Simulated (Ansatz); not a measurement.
# KF (Carobbiite): the PBE gap against the k mesh of the density

Aim: see how gap, energy and time of KF (Carobbiite) follow the k mesh of the density.

Program: Ansatz 0.2.0. Level of theory: DFT, PBE, plane waves, PAW; PAW set soft_1. Results are calculated unless marked as measured.

### Step 1. Starting point

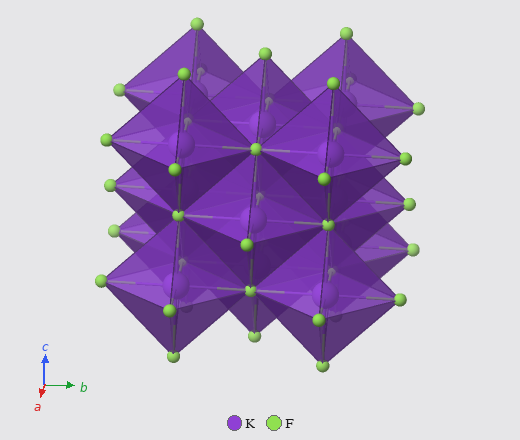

The cell as given, slightly off an axis (potassium purple, fluorine green). This picture shows the conventional cell, with its axes. Some periodic images of atoms are drawn too.

The cell and positions come from the Crystallography Open Database and are kept as given unless a step says otherwise.

### Step 2. k mesh of the density: 2×2×2

Contents of input.yaml:

```yaml
crystal:
  lattice:
    - [0.0, 2.67185, 2.67185]
    - [2.67185, 0.0, 2.67185]
    - [2.67185, 2.67185, 0.0]
  atoms:
    - { symbol: K, position: [0.0, 0.0, 0.0] }
    - { symbol: F, position: [0.5, 0.5, 0.5] }
kpoints:
  mp_grid: { grid: [2, 2, 2] }
  band_path:
    path:
      - [0.0, 0.0, 0.0]
      - [0.5, 0.0, 0.5]
      - [0.625, 0.25, 0.625]
      - [0.375, 0.375, 0.75]
      - [0.5, 0.5, 0.5]
      - [0.5, 0.25, 0.75]
    npoints: 1
hamiltonian:
  xc: pbe
  pseudopotentials: { kind: paw, azcp: { folder: soft_1 } }
scf:
  occupations: { method: fixed }
  n_extra_bands: 4
output:
  eigenvalues: true
```

Started as:

```console
> ansatz run input.yaml --threads 24 --pin off --max-ram 82944MiB --backend cuda --events-out ev --progress --plain --runs-dir out --devices 1 --max-vram 78GiB
```

Numbers of over 12 decimals in the logs are rounded to 6 here.

The program printed:

```text
scf.n_extra_bands = 4 over 8 filled bands (N_el = 16.0): the run solves 12 bands
GPUs: using 1 of 1 available (devices: 1).
Engine: ansatz 0.2.0, aarch64-unknown-linux-gnu
Pseudopotentials: kind: paw
Pseudopotential: K, paw, valence charge 9, recommended cutoff 420 eV (normal), soft_1/K.paw.azcp
Pseudopotential: F, paw, valence charge 7, recommended cutoff 420 eV (normal), soft_1/F.paw.azcp
Functional definition: PBE
  parameter kappa = 0.804
  parameter beta = 0.066725
  exchange = pbe_x(kappa = kappa, mu = beta*pi^2/3)
  correlation = pbe_c(beta = beta)
device memory: the entry about to start is reckoned to put 1.2 GiB on a device that reports 179.7 GiB free (of which the cap on the GPU budget leaves the run 78.0 GiB)
GPU FFT provider: cuFFT
GPU libraries: cuBLAS 13.8.1, cuFFT 12.4.0, cuSOLVER 12.3.2
GPU matrix products: emulated (plane waves: as basis.precision tells), large ones in fixed point in workspaces of 1.00 GiB
Crystal: 2 atoms, lattice volume = 38.148 Å³
Basis set: ecut = 420 eV, 725 PW (Γ)
Bands: 12, of which v1, the nominal top of the filled ones, is band 8 counted from 1 (7 counted from 0)
Symmetry: 48 space group operations
Space group: Fm-3m (ITA 225), of the structure as read, at distance tolerance 3.4e-5 Å
k-points: 3 of 8
Non-local potential: K, projectors of the file, l = 0: 3, l = 1: 2, l = 2: 2
Non-local potential: F, projectors of the file, l = 0: 2, l = 1: 2, l = 2: 1
PAW form: soft (Blöchl's): semilocal exchange-correlation on the pseudo side does not see the compensation charge
PAW one-centre angular grid: K, 110 points (default); XC on 64 Gauss nodes
PAW one-centre angular grid: F, 110 points (default); XC on 64 Gauss nodes
Initial density: superposition of atomic densities (chi_scale 0.1, normalization cell, long waves kept (reshape's long-wave potential 0.00 eV rms))
Initial wavefunctions: pseudopotential atomic-orbital guess
GPU buffer pool allocated for 19683 grid points (all kernels)
GPU transforms: local potential and band sums: pruned to the plane-wave sphere, on 25×25×25
Functional: x = pbe(κ = 0.804, μ = 0.219515), c = pbe(β = 0.066725)
SCF iter   1: F=—  HF=-2351.704917 eV  |F-HF|=—  |Δ(HF+E_count)|=         —  Δρ=1.87e-1  dr2=1.14e1  ethr=3.10e-3  ⟨swp⟩=4.0  Hψ=191  notcnv=0  defer=4
preconditioner: auto → none  [insulator: Δε(μ)=2.265 eV  Ē_g=16.080 eV  n_scr=14 (ndim 8)  ℏωp=22.5 eV  f_vac=0.000  ε∞_Penn≈3.0]
SCF iter   2: F=—  HF=-2350.323598 eV  |F-HF|=—  |Δ(HF+E_count)|=    1.38e0  Δρ=1.50e-1  dr2=5.27e0  ethr=3.10e-3  ⟨swp⟩=3.7  Hψ=116  notcnv=0  defer=3
SCF iter   3: F=—  HF=-2348.763474 eV  |F-HF|=—  |Δ(HF+E_count)|=    1.56e0  Δρ=2.21e-2  dr2=1.43e-1  ethr=3.10e-3  ⟨swp⟩=2.7  Hψ=70  notcnv=0  defer=3
SCF iter   4: F=—  HF=-2348.778098 eV  |F-HF|=—  |Δ(HF+E_count)|=   1.46e-2  Δρ=8.35e-3  dr2=1.75e-2  ethr=8.93e-4  ⟨swp⟩=2.0  Hψ=89  notcnv=0  defer=4
SCF iter   5: F=—  HF=-2348.779159 eV  |F-HF|=—  |Δ(HF+E_count)|=   1.06e-3  Δρ=1.88e-3  dr2=1.20e-3  ethr=1.09e-4  ⟨swp⟩=2.0  Hψ=74  notcnv=0  defer=4
SCF iter   6: F=—  HF=-2348.779293 eV  |F-HF|=—  |Δ(HF+E_count)|=   1.34e-4  Δρ=6.55e-4  dr2=1.65e-4  ethr=7.48e-6  ⟨swp⟩=2.3  Hψ=54  notcnv=0  defer=4
SCF iter   7: F=—  HF=-2348.779287 eV  |F-HF|=—  |Δ(HF+E_count)|=   6.72e-6  Δρ=1.19e-4  dr2=5.87e-6  ethr=1.03e-6  ⟨swp⟩=2.0  Hψ=53  notcnv=0  defer=3
SCF iter   8: F=—  HF=-2348.779280 eV  |F-HF|=—  |Δ(HF+E_count)|=   6.41e-6  Δρ=1.78e-5  dr2=1.39e-7  ethr=3.67e-8  ⟨swp⟩=2.0  Hψ=49  notcnv=0
SCF iter   9: F=-2348.779280 eV  HF=-2348.779280 eV  |F-HF|=1.05e-9  |Δ(HF+E_count)|=   3.49e-8  Δρ=1.82e-6  dr2=1.23e-9  ethr=6.25e-10  ⟨swp⟩=3.7  Hψ=138  notcnv=0
SCF 1 converged in 9 iterations: F = -2348.779280 eV  dr2 = 1.23e-9
[...]
device memory: the entry about to start is reckoned to put 1.3 GiB on a device that reports 181.8 GiB free (of which the cap on the GPU budget leaves the run 78.0 GiB)
NSCF: frozen V_eff on 6 k-points
SCF converged after 9 iterations
Free energy (F): -2348.779280 eV
Harris-Foulkes:  -2348.779280 eV  (|F-HF|=1.05e-9)
Internal energy: -2348.779280 eV  (E = F + TS)
E sigma→0 (E₀):  -2348.779280 eV
Fermi energy:    1.485833 eV
--- Per-component energies (eV) ---
  E_band       = -125.047425
  E_kinetic    = 454.296701
  E_local      = -1116.794914  (includes V_loc(G=0)·N_el)
  E_nonlocal   = 99.678860
  E_hartree    = 402.927648
  E_xc         = -213.952645
  E_vxc        = -266.094008  (∫ρ·V_xc dr)
  E_paw        = -986.873691  (= ΣΔE_a)
  E_vpaw       = -101.989009  (= ΣTr[D̂ρ^β])
  E_aug_tail   = 0.000700  (compensation charges beyond the density's cutoff)
  E_ewald      = -988.061939
  E_smearing   = -0.000000  (= −TS)
  E_closure    = -0.000000  (closes the sum)
  Σ components = -2348.779280   (vs F -2348.779280, Δ=0.00e0)
--- Band table (eV) ---
  k-point 0: bands = [... 4 lower, -7.9256, 1.4858, 1.4858, 1.4858, 7.6447, 12.1292, 12.1292, 12.1292]
  k-point 1: bands = [... 4 lower, -7.9622, 0.6930, 1.1376, 1.1376, 10.5444, 12.0720, 13.4901, 13.4901]
  k-point 2: bands = [... 4 lower, -8.1358, 1.2739, 1.4291, 1.4291, 9.6738, 11.7673, 13.2769, 14.9509]
```

It took 1.4 s on 1 × NVIDIA GB200 (shared by 2 runs) with 24 threads of Arm Neoverse V2, shared host; peak memory 0.97 GiB.

In the SCF lines HF is the Harris–Foulkes energy and dr2 the Hartree energy of the density residual, in eV; the loop may stop once dr2 is under the threshold and the program's other checks hold. Hψ counts applications of the Hamiltonian.

Numbers from this step:

```
gap                  : 6.159 eV
valence top at       : Γ
conduction bottom at : Γ
least direct gap     : 6.159 eV
```

The gap is direct, at Γ.

### Step 3. k mesh of the density: 4×4×4

Changes to input.yaml since step 2:

```diff
@@ -9,3 +9,3 @@
 kpoints:
-  mp_grid: { grid: [2, 2, 2] }
+  mp_grid: { grid: [4, 4, 4] }
   band_path:
```

The program printed:

```text
[...]
GPUs: using 1 of 1 available (devices: 1).
[...]
GPU FFT provider: cuFFT
GPU libraries: cuBLAS 13.8.1, cuFFT 12.4.0, cuSOLVER 12.3.2
[...]
Crystal: 2 atoms, lattice volume = 38.148 Å³
Basis set: ecut = 420 eV, 725 PW (Γ)
Bands: 12, of which v1, the nominal top of the filled ones, is band 8 counted from 1 (7 counted from 0)
[... 1 set-up line as in the run before ...]
[...]
Fermi energy:    1.451457 eV
[...]
--- Band table (eV; the first three rows and the last of 8) ---
  k-point 0: bands = [... 4 lower, -7.9215, 1.4515, 1.4515, 1.4515, 7.6335, 12.1282, 12.1282, 12.1282]
  k-point 1: bands = [... 4 lower, -7.9400, 1.0162, 1.2743, 1.2743, 9.1439, 11.5451, 12.8407, 12.8407]
  k-point 2: bands = [... 4 lower, -7.9580, 0.6625, 1.1046, 1.1046, 10.5313, 12.0605, 13.4876, 13.4876]
  k-point 7: bands = [... 4 lower, -8.0089, 1.0483, 1.2891, 1.2891, 11.1901, 11.1901, 12.6424, 14.7920]
[key lines of the parts left out:]
SCF converged after 9 iterations
Free energy (F): -2348.800718 eV
```

Run time: 2.1 s. Hardware: 1 × NVIDIA GB200 (shared by 2 runs) with 24 threads; peak memory 0.95 GiB.

Numbers from this step:

| Property | Result |
| --- | --- |
| gap | 6.182 eV |
| valence top at | Γ |
| conduction bottom at | Γ |
| least direct gap | 6.182 eV |

The gap is 6.182 eV, +0.023 eV from the run before at this level.

### Step 4. k mesh of the density: 8×8×8 (the default)

input.yaml, the sections that differ from step 3:

```yaml
kpoints:
  mp_grid: { grid: [8, 8, 8] }
  band_path:
    path:
      - [[0.0, 0.0, 0.0], [0.5, 0.0, 0.5], [0.625, 0.25, 0.625]]
      - [[0.375, 0.375, 0.75], [0.0, 0.0, 0.0], [0.5, 0.5, 0.5], [0.5, 0.25, 0.75], [0.5, 0.0, 0.5]]
    npoints: 10
scf:
  occupations: { method: fermi_dirac, width: 0.02 }
  n_extra_bands: 4
# crystal, hamiltonian, output: as in step 3
```

The program printed:

```text
[...]
GPUs: using 1 of 1 available (devices: 1).
[...]
GPU FFT provider: cuFFT
GPU libraries: cuBLAS 13.8.1, cuFFT 12.4.0, cuSOLVER 12.3.2
[...]
Crystal: 2 atoms, lattice volume = 38.148 Å³
Basis set: ecut = 420 eV, 725 PW (Γ)
Bands: 12, of which v1, the nominal top of the filled ones, is band 8 counted from 1 (7 counted from 0)
[... 1 set-up line as in the run before ...]
[...]
Fermi energy:    4.569067 eV
[...]
--- Band table (eV; the first three rows and the last of 29) ---
  k-point 0: bands = [... 4 lower, -7.9215, 1.4511, 1.4511, 1.4511, 7.6334, 12.1281, 12.1281, 12.1281]
  k-point 1: bands = [... 4 lower, -7.9270, 1.3116, 1.3984, 1.3984, 8.0657, 11.8832, 12.3336, 12.3336]
  k-point 2: bands = [... 4 lower, -7.9400, 1.0159, 1.2740, 1.2740, 9.1437, 11.5450, 12.8407, 12.8407]
  k-point 28: bands = [... 4 lower, -8.0089, 1.0480, 1.2888, 1.2888, 11.1900, 11.1900, 12.6424, 14.7919]
[key lines of the parts left out:]
SCF converged after 8 iterations
Free energy (F): -2348.800741 eV
```

It took 1.6 s on 1 × NVIDIA GB200 (shared by 2 runs) with 24 threads; peak memory 0.95 GiB.

Numbers from this step:

- gap: 6.182 eV
- valence top at: Γ
- conduction bottom at: Γ
- least direct gap: 6.182 eV

The gap is 6.182 eV, as in the run before at this level.

### Step 5. k mesh of the density: 12×12×12

input.yaml, the sections that differ from step 4:

```yaml
kpoints:
  mp_grid: { grid: [12, 12, 12] }
  band_path:
    path:
      - [0.0, 0.0, 0.0]
      - [0.5, 0.0, 0.5]
      - [0.625, 0.25, 0.625]
      - [0.375, 0.375, 0.75]
      - [0.5, 0.5, 0.5]
      - [0.5, 0.25, 0.75]
    npoints: 1
scf:
  occupations: { method: fixed }
  n_extra_bands: 4
# crystal, hamiltonian, output: as in step 4
```

The program printed:

```text
[...]
GPUs: using 1 of 1 available (devices: 1).
[...]
GPU FFT provider: cuFFT
GPU libraries: cuBLAS 13.8.1, cuFFT 12.4.0, cuSOLVER 12.3.2
[...]
Crystal: 2 atoms, lattice volume = 38.148 Å³
Basis set: ecut = 420 eV, 725 PW (Γ)
Bands: 12, of which v1, the nominal top of the filled ones, is band 8 counted from 1 (7 counted from 0)
[... 1 set-up line as in the run before ...]
[...]
Fermi energy:    1.451312 eV
[...]
--- Band table (eV; the first three rows and the last of 72) ---
  k-point 0: bands = [... 4 lower, -7.9215, 1.4513, 1.4513, 1.4513, 7.6335, 12.1282, 12.1282, 12.1282]
  k-point 1: bands = [... 4 lower, -7.9240, 1.3860, 1.4270, 1.4270, 7.8306, 12.0067, 12.2215, 12.2215]
  k-point 2: bands = [... 4 lower, -7.9308, 1.2199, 1.3618, 1.3618, 8.3753, 11.7506, 12.4815, 12.4815]
  k-point 71: bands = [... 4 lower, -8.0089, 1.0482, 1.2890, 1.2890, 11.1900, 11.1900, 12.6424, 14.7920]
[key lines of the parts left out:]
SCF converged after 9 iterations
Free energy (F): -2348.800687 eV
```

Run time: 1.6 s. Hardware: 1 × NVIDIA GB200 (shared by 2 runs) with 24 threads; peak memory 0.95 GiB; 2 s of CPU time.

This step gave:

| Property | Result |
| --- | --- |
| gap | 6.182 eV |
| valence top at | Γ |
| conduction bottom at | Γ |
| least direct gap | 6.182 eV |

The gap is 6.182 eV, as in the run before at this level.

### Step 6. The series

Differences are against the last row; a negative gap means that bands overlap, and a run with a band path holds that path's time. Times are wall times on 1 × NVIDIA GB200 (shared by 2 runs) with 24 threads of Arm Neoverse V2, shared host, good to a factor of about two.

```
k mesh of the density  gap (eV)  direct gap (eV)  gap error (eV)  energy error (meV/atom)  irreducible k   time
                2×2×2     6.159            6.159          −0.023                    +10.7              3  1.4 s
                4×4×4     6.182            6.182         −0.0001                     +0.0              8  2.1 s
                8×8×8     6.182            6.182         +0.0001                     +0.0             29  1.6 s
             12×12×12     6.182            6.182          +0.000                     +0.0             72  1.6 s
```

### Step 7. Summary of results

```json
{
  "2×2×2": "6.159 eV",
  "4×4×4": "6.182 eV",
  "8×8×8": "6.182 eV",
  "12×12×12": "6.182 eV"
}
```

The gap holds to 0.02 eV from 4×4×4 on. At 2×2×2 the gap is off by −0.023 eV and the energy by +11 meV/atom. The gap is read over the mesh and added points near the edges, so meshes differ mainly through the density and, for a hybrid, the exchange operator.

[Paths, hosts, dates, memory and timing lines, banners, echoed tables and standing remarks are left out of the program output.]

[Logs are printed without paths, hosts, clocks, repeated set-up lines and the standing remarks that a program may print on its own settings, such as how far it seeks lower states.]

[Runs of the session that timed out or met a known fault of the program may be left out.]

[Cells called generated may have been cut or substituted from an entry of the Crystallography Open Database or the Materials Project.]

[No measured gap is set beside runs whose start may be inverted or whose files or cutoffs have a known fault.]

[Hosts, paths, dates, database ids (printed as entryN), source tags and the programs' standing remarks are cut or masked in the printed files.]
